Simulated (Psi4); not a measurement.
# AlBH6 (H2Al(BH4)) at PBE0/def2-TZVP

What is the energy change on altering one bond length of AlBH6 (H2Al(BH4)) at PBE0/def2-TZVP? 

Program for the calculation: Psi4 1.11.

4 further runs of the same task are left out: 4 set aside as unsound or not needed.

## (1) The system as given

AlBH6 has 8 atoms, charge 0, and is taken as a singlet. The shape comes from GFN2-xTB, which is rough for such elements, and wasn't checked as a minimum.

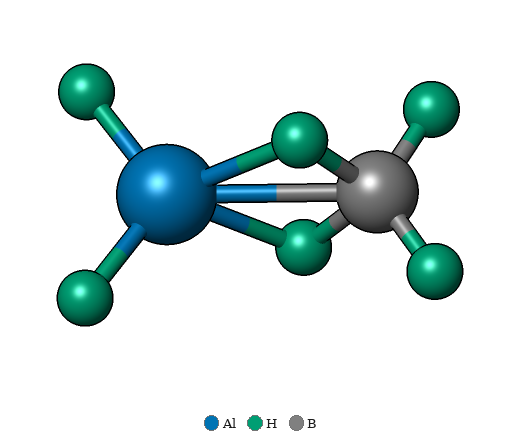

Viewed from a chosen angle; aluminium blue, hydrogen teal, boron grey.

## (2) Energy and forces at PBE0/def2-TZVP

calc.in

```
memory 1600 mb

molecule {
  0 1
  Al    -0.872330    -0.514150    -0.478720
  H      0.096830     0.945450    -0.494590
  B      0.854410     0.502140     0.466870
  H      0.387400    -0.681460     0.733140
  H     -0.754240    -1.432160    -1.724810
  H     -2.325190    -0.376490     0.049730
  H      0.669960     1.182470     1.410950
  H      1.943150     0.374200     0.037420
  symmetry c1
  no_reorient
  no_com
}

set {
  basis def2-TZVP
  puream true
  e_convergence 1e-09
  d_convergence 1e-08
  scf_type pk
  dft_radial_points 99
  dft_spherical_points 590
}

energy_value, wavefunction = gradient('pbe0', return_wfn=True)
oeprop(wavefunction, 'LOWDIN_CHARGES', 'MULLIKEN_CHARGES', 'DIPOLE')
```

Command:

```console
$ psi4 -i calc.in -o calc.out -n 1
```

calc.out, cut to the lines that bear on the results:

```text
[...]
  Running in c1 symmetry.
[...]
  Nuclear repulsion =   50.055727267243114
[...]
  Multiplicity = 1
[...]
  Nalpha       = 12
  Nbeta        = 12
[...]
    Number of basis functions: 104
[...]
   @RKS iter   1:  -270.56771317808557   -4.16555e-01   4.72886e-03 DIIS/ADIIS
[...]
   @RKS iter   9:  -270.71539276895504   -1.42109e-11   5.84943e-09 DIIS
[...]
    Orbital Energies [Eh]
    ---------------------
    Doubly Occupied:
       1A    -56.166647     2A     -6.771198     3A     -4.198815
       4A     -2.732392     5A     -2.727107     6A     -2.725179
       7A     -0.613094     8A     -0.433538     9A     -0.400241
      10A     -0.365120    11A     -0.364871    12A     -0.318723
[...]
  @RKS Final Energy:  -270.71539276895504
   => Energetics <=
    Nuclear Repulsion Energy =             50.0557272672431139
    One-Electron Energy =                -472.5906861323865087
    Two-Electron Energy =                 170.5673784003876960
    DFT Exchange-Correlation Energy =     -18.7478123041993641
    Empirical Dispersion Energy =           0.0000000000000000
    VV10 Nonlocal Energy =                  0.0000000000000000
    Total Energy =                       -270.7153927689550414
[...]
  -Total Gradient:
     Atom            X                  Y                   Z
    ------   -----------------  -----------------  -----------------
       1       -0.002438735573    -0.001259881123    -0.001476630781
       2       -0.003239596275    -0.002033299620    -0.001627200257
       3        0.016517781799     0.009154792123     0.008746575512
       4       -0.002953467871    -0.001465400080    -0.001650260565
       5       -0.008624807067     0.003110518501     0.006169955543
       6        0.004351792504    -0.005592161949    -0.008444139467
       7        0.002963319596    -0.004053839051    -0.006076709512
       8       -0.006575209392     0.002139790610     0.004358832713
[...]
 Multipole Moments:
 ------------------------------------------------------------------------------------
     Multipole            Electronic (a.u.)      Nuclear  (a.u.)        Total (a.u.)
 ------------------------------------------------------------------------------------
 L = 1.  Multiply by 2.5417464519 to convert [e a0] to [Debye]
 Dipole X            :         13.1477343          -13.3231928           -0.1754585
 Dipole Y            :          7.7557358           -7.8636039           -0.1078681
 Dipole Z            :          7.2227664           -7.3267894           -0.1040231
 Magnitude           :                                                    0.2307423
[...]
  Mulliken Charges: (a.u.)
   Center  Symbol    Alpha    Beta     Spin     Total
       1    AL     6.37287  6.37287  0.00000  0.25426
       2     H     0.47745  0.47745  0.00000  0.04511
       3     B     2.61114  2.61114  0.00000 -0.22229
       4     H     0.47751  0.47751  0.00000  0.04497
       5     H     0.54704  0.54704  0.00000 -0.09407
       6     H     0.54665  0.54665  0.00000 -0.09330
       7     H     0.48375  0.48375  0.00000  0.03251
       8     H     0.48359  0.48359  0.00000  0.03281
   Total alpha = 12.00000, Total beta = 12.00000, Total charge =  0.00000
[...]
```

Run time: 36 s. Hardware: 1 thread of Intel Xeon Platinum 8259CL at 2.50GHz (Skylake/Cascade Lake), shared host; peak memory 0.71 GiB.

## (3) The distorted shape, same level

albh6.xyz

```xyz
8
AlBH6
Al    -0.650997    -1.330522    -1.611582
H      0.318163     0.129078    -1.627452
B      1.075743    -0.314232    -0.665992
H      0.608733    -1.497832    -0.399722
H     -0.532907    -2.248532    -2.857672
H     -2.103857    -1.192862    -1.083132
H      0.669960     1.182470     1.410950
H      2.164483    -0.442172    -1.095442
```

albh6.py

```python
import psi4

psi4.set_memory('1600 MB')
psi4.set_num_threads(1)
psi4.core.set_output_file('run.log', False)

with open('albh6.xyz') as f:
    atoms = ''.join(f.readlines()[2:])
mol = psi4.geometry('0 1\n' + atoms + 'symmetry c1')

psi4.set_options({
    'basis': 'def2-TZVP',
    'puream': True,
    'e_convergence': 1e-09,
    'd_convergence': 1e-08,
    'scf_type': 'pk',
    'dft_radial_points': 99,
    'dft_spherical_points': 590,
})

e_tot, wfn = psi4.gradient('PBE0', return_wfn=True)
psi4.oeprop(wfn, 'MAYER_INDICES', 'MULLIKEN_CHARGES', 'LOWDIN_CHARGES')
print('gradient / Eh bohr^-1')
print(e_tot.np.round(6))
print(f'energy = {wfn.energy():.10f} Eh')
```

Command:

```console
$ python albh6.py
```

run.log, cut to the lines that bear on the results:

```text
[...]
  Running in c1 symmetry.
[...]
  Nuclear repulsion =   47.818698694309553
[...]
  Multiplicity = 1
[...]
  Nalpha       = 12
  Nbeta        = 12
[...]
    Number of basis functions: 104
[...]
   @RKS iter   1:  -270.23018152817309   -2.54444e-01   5.62410e-03 DIIS/ADIIS
[...]
   @RKS iter  11:  -270.55489974155108   -7.21911e-12   2.25749e-09 DIIS
[...]
  @RKS Final Energy:  -270.55489974155108
   => Energetics <=
    Nuclear Repulsion Energy =             47.8186986943095533
    One-Electron Energy =                -467.5745126911407397
    Two-Electron Energy =                 167.8052953342827038
    DFT Exchange-Correlation Energy =     -18.6043810790025965
    Empirical Dispersion Energy =           0.0000000000000000
    VV10 Nonlocal Energy =                  0.0000000000000000
    Total Energy =                       -270.5548997415510826
[...]
 Multipole Moments:
 ------------------------------------------------------------------------------------
     Multipole            Electronic (a.u.)      Nuclear  (a.u.)        Total (a.u.)
 ------------------------------------------------------------------------------------
 L = 1.  Multiply by 2.5417464519 to convert [e a0] to [Debye]
 Dipole X            :         -1.2042580            1.0221783           -0.1820798
 Dipole Y            :         -2.0770268            1.4129433           -0.6640835
 Dipole Z            :         -2.4746764            1.6349014           -0.8397750
 Magnitude           :                                                    1.0859935
[...]
  -Total Gradient:
     Atom            X                  Y                   Z
    ------   -----------------  -----------------  -----------------
       1        0.007254927736     0.000012840600    -0.002055020901
       2       -0.006191212266    -0.008257797469    -0.010084711044
       3        0.025810217361    -0.002254315350    -0.008523315930
       4       -0.005736118064    -0.008543702704    -0.009512545017
       5       -0.010389258604     0.002993737260     0.006432829097
       6        0.003067050679    -0.005519519167    -0.008046193579
       7       -0.005981450077     0.026978010363     0.037123037275
       8       -0.007834773898    -0.005408949135    -0.005333498393
[...]
```

On the terminal:

```text
gradient / Eh bohr^-1
[[ 7.2550e-03  1.3000e-05 -2.0550e-03]
 [-6.1910e-03 -8.2580e-03 -1.0085e-02]
 [ 2.5810e-02 -2.2540e-03 -8.5230e-03]
 [-5.7360e-03 -8.5440e-03 -9.5130e-03]
 [-1.0389e-02  2.9940e-03  6.4330e-03]
 [ 3.0670e-03 -5.5200e-03 -8.0460e-03]
 [-5.9810e-03  2.6978e-02  3.7123e-02]
 [-7.8350e-03 -5.4090e-03 -5.3330e-03]]
energy = -270.5548997416 Eh
```

It took 40 s on 1 thread of Intel Xeon Platinum 8259CL at 2.50GHz (Skylake/Cascade Lake), shared host; peak memory 0.7 GiB.

## (4) Results

At PBE0/def2-TZVP:

| quantity | value |
| --- | --- |
| first shape: total energy | -270.71539 Eh |
| first shape: dipole moment | 0.59 D |
| first shape: HOMO energy | -8.67 eV |
| first shape: LUMO energy | -1.32 eV |
| first shape: HOMO–LUMO gap | 7.35 eV |
| first shape: largest force on an atom | 1.070 eV/Å |
| distorted shape: total energy | -270.55490 Eh |
| distorted shape: dipole moment | 2.76 D |
| distorted shape: HOMO energy | -6.75 eV |
| distorted shape: LUMO energy | -2.81 eV |
| distorted shape: HOMO–LUMO gap | 3.94 eV |
| distorted shape: largest force on an atom | 2.380 eV/Å |
| energy change with the B3–H7 bond stretched from 1.178 to 2.592 Å | 4.367 eV |

In words: One bond (distorted shape) is far stretched, which a spin-restricted single reference describes badly; a broken-symmetry solution may lie lower. With the B3–H7 bond stretched from 1.178 to 2.592 Å the energy rises by 4.37 eV (101 kcal/mol). The first shape isn't relaxed at this level, so the change isn't measured from a minimum. A restricted reference can't describe the breaking bond well at this length. The largest force (first shape) is 1.07 eV/Å: the shape isn't a stationary point for this species at this level. Mulliken charges (first shape) run from -0.22 on B3 to +0.25 on Al1; they depend strongly on the basis. Mulliken charges (distorted shape) run from -0.22 on B3 to +0.27 on Al1; they depend strongly on the basis.
